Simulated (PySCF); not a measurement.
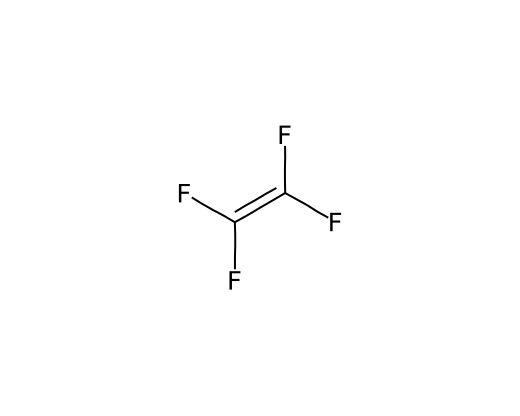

The picture comes from a calculation with PySCF.

A structural formula.

Transcribe the drawing into SMILES.

FC(F)=C(F)F

What is the molecular formula?

C2F4.

An optimisation with PBE0-D3(BJ)/def2-SVP gave a structure of which point group?

D2h.
